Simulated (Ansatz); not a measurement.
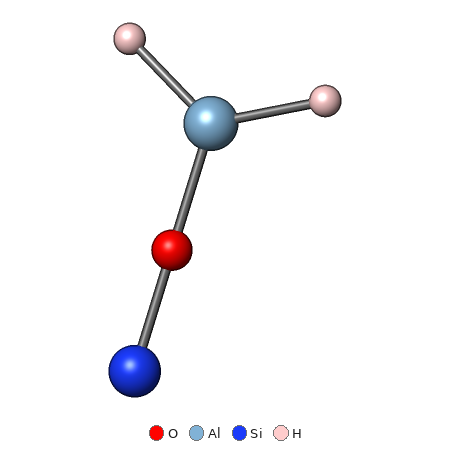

Ball-and-stick drawing of a structure. Every bond is drawn as one stick, whatever its order.

Charge 0, doublet. The geometry was computed by an optimisation with PBE0-D4/def2-TZVP. No frequency run is at hand to confirm it as a minimum.

Identify the structure.

Formula AlH₂OSi. It is an open-shell species. All atoms lie on one plane. Coordination: 1 O linear; 1 Al trigonal planar.

The parts below concern this one geometry. Atoms keep their numbers from picture to picture.

## Electronic properties

No frequency run is at hand to confirm it as a minimum. Level of theory: UKS B3LYP-D4/def2-TZVPP (Ansatz 0.2.0).

Question: Give the ⟨S²⟩ of the determinant at this level.

Answer: 0.755.

## Dipole moment

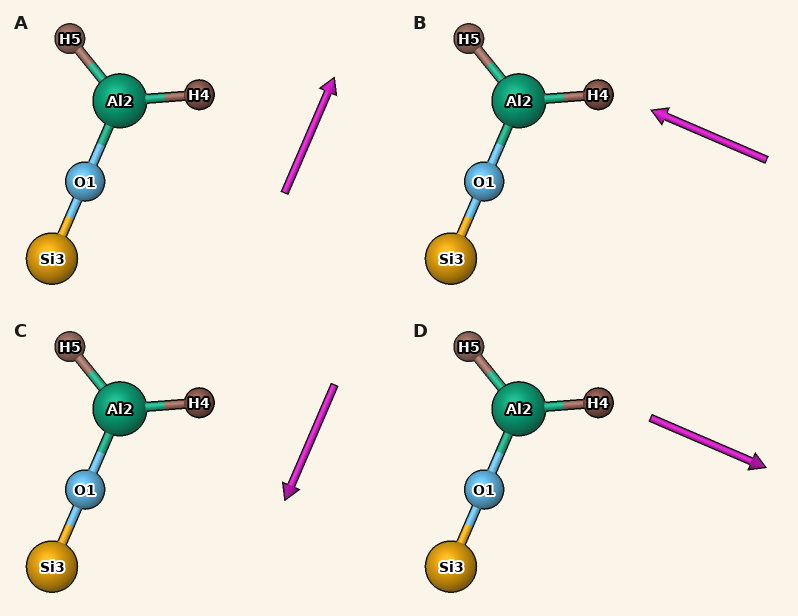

The same molecule four times, each with an arrow. No frequency run is at hand to confirm it as a minimum. Level of theory: UKS PBE0-D4/def2-TZVP (Ansatz 0.2.0).

Question: Which arrow points along the dipole moment, from the negative to the positive end?

Answer: A. The dipole moment is 1.07 D; it points from the side of Si3 to the side of H4, H5 (the outermost atoms at the two ends).

## Charges

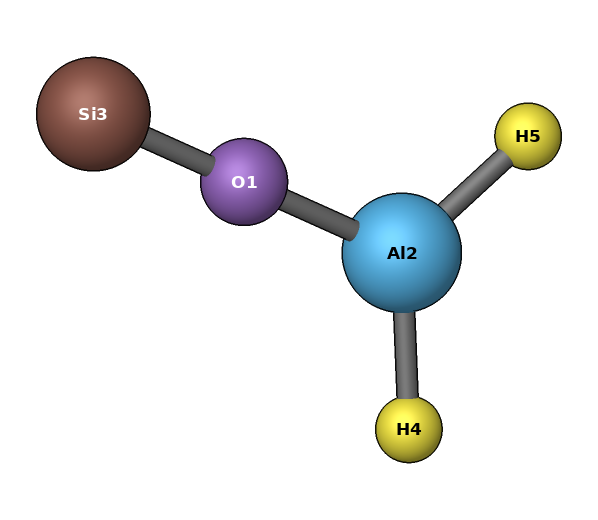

The questions are on Mulliken charges. No frequency run is at hand to confirm it as a minimum. Properties computed with UKS PBE0-D4/def2-TZVP (Ansatz 0.2.0).

List the Mulliken charges.

| atom | value (e) |
| --- | --- |
| O1 | −0.27 |
| Al2 | 0.36 |
| Si3 | 0.08 |
| H4 | −0.09 |
| H5 | −0.09 |

Mulliken values depend strongly on the basis set and can even reverse the polarity of a bond.
